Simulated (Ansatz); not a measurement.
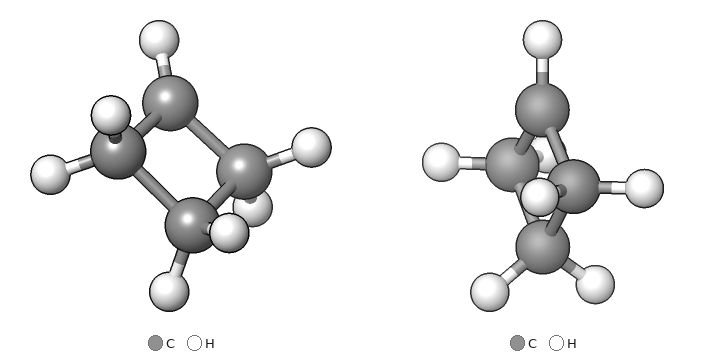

The same structure drawn twice, from different directions.

The species is neutral and a spin doublet. The computed structure is the end point of a PBE0-D4/def2-TZVP optimisation.

**Which formula does it have?**

C₄H₇, 11 atoms: 4 carbon and 7 hydrogen.

**Does it have rings?**

Independent rings (smallest set): 1 of 4 members.

**What is its SMILES?**

[CH]1CCC1

**Give the symmetry (Schoenflies symbol).**

C2v.

**Count the bonded pairs by element.**

7 C–H, 4 C–C.

The parts below concern this one geometry. Atoms keep their numbers from picture to picture.

### Geometry

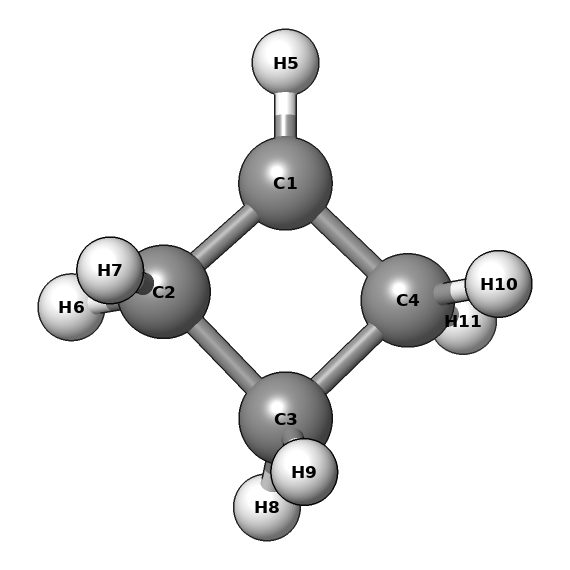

Numbered structure.

Which atoms are bonded, and how long are the bonds?

| bond | length (Å) | order |
| --- | --- | --- |
| C1–C2 | 1.493 | single |
| C1–C4 | 1.493 | single |
| C1–H5 | 1.083 | single |
| C2–C3 | 1.552 | single |
| C2–H6 | 1.097 | single |
| C2–H7 | 1.098 | single |
| C3–C4 | 1.552 | single |
| C3–H8 | 1.090 | single |
| C3–H9 | 1.090 | single |
| C4–H10 | 1.098 | single |
| C4–H11 | 1.097 | single |

### Electronic properties

Properties computed with UKS HSE06-D4/def2-TZVPP (Ansatz 0.2.0).

**What is the HOMO energy (Kohn–Sham orbital)?**

−5.01 eV.

**Estimate the ⟨S²⟩ of the determinant.**

0.756.

**What is the dispersion correction?**

−13.1 kJ/mol.

### Vibrations

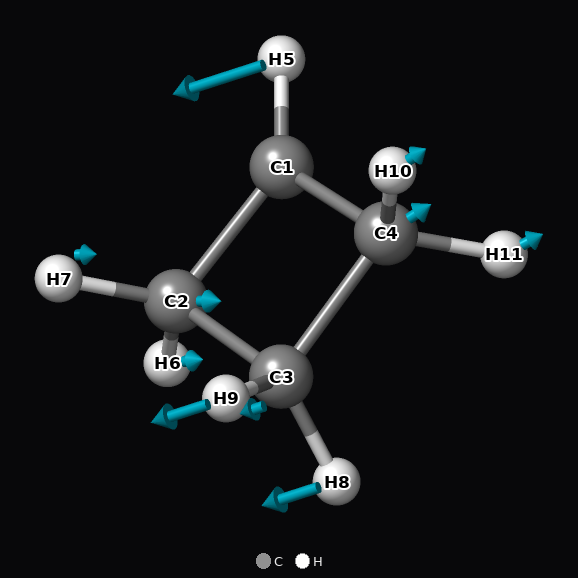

The arrows show one normal mode. Harmonic vibrations computed with UKS PBE0-D4/def2-TZVP (Ansatz 0.2.0) at a stationary point of the same level.

**At what wavenumber does it lie?**

930 cm⁻¹; it is mode 7 of 27 counted from the lowest.

### Charges

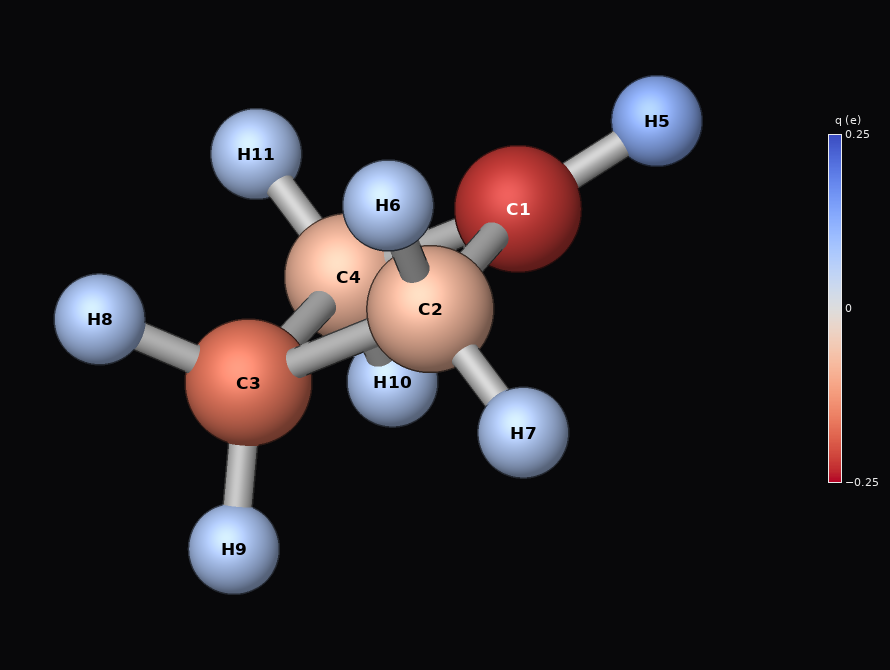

Atoms are coloured by their Mulliken charges. Level of theory: UKS B3LYP-D4/def2-TZVPP (Ansatz 0.2.0).

List the Mulliken charges.

| atom | value (e) |
| --- | --- |
| C1 | −0.22 |
| C2 | −0.08 |
| C3 | −0.16 |
| C4 | −0.08 |
| H5 | 0.12 |
| H6 | 0.07 |
| H7 | 0.07 |
| H8 | 0.07 |
| H9 | 0.07 |
| H10 | 0.07 |
| H11 | 0.07 |

Mulliken values depend strongly on the basis set and can even reverse the polarity of a bond.
